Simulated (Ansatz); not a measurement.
The starting structures come from a database of crystals and need not be the phases stable at ambient conditions.

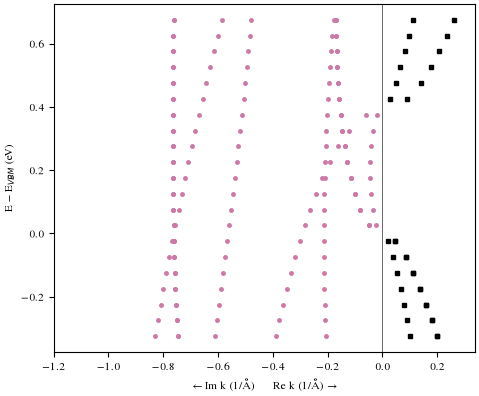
Complex bands at the centre of the two-dimensional zone; PBEsol (Ansatz, a quantum-chemistry and plane-wave program)

The gap is the functional's own. No spin-orbit coupling. Mid-gap values are interpolated on the energy grid.

This is Ca₃SbN (Pm-3m, anti-perovskite, not sure to be the ambient phase, 5 atoms a cell, 23.0 Å³ an atom, -2 GPa at this level) along the normal of (001). Read off the slowest decay at the centre of the two-dimensional zone at 0.17 eV, the computed energy nearest the middle of the gap.

κ ≈ 0.04 1/Å, a decay length 1/(2κ) of the density of 11 Å.
